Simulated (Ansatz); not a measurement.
Consider Ba3As2 (space group P-3m1, No. 164; a = 5.583 Å, c = 7.076 Å; a hypothetical phase, not in the database extracts checked). Axes: x lies along a and z along c of the hexagonal cell.

It is then changed as follows: the cell is stretched by 0.46 % along y with no lateral relaxation, atoms relaxed at fixed cell.

Method: r2SCAN (Ansatz, a quantum-chemistry and plane-wave program; PAW; 500 eV plane waves; no spin-orbit coupling).

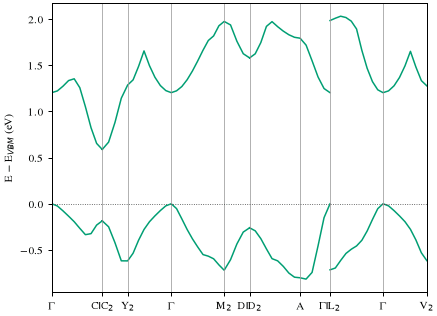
Highest valence and lowest conduction band along the path of the changed cell's own zone

The gap is 0.59 eV, indirect, Γ → C₂; the base has 0.59 eV.

The cells carry an imposed strain or load. Stability against distortions was not tested. Labels are those of the standard path for the cell's own space group.
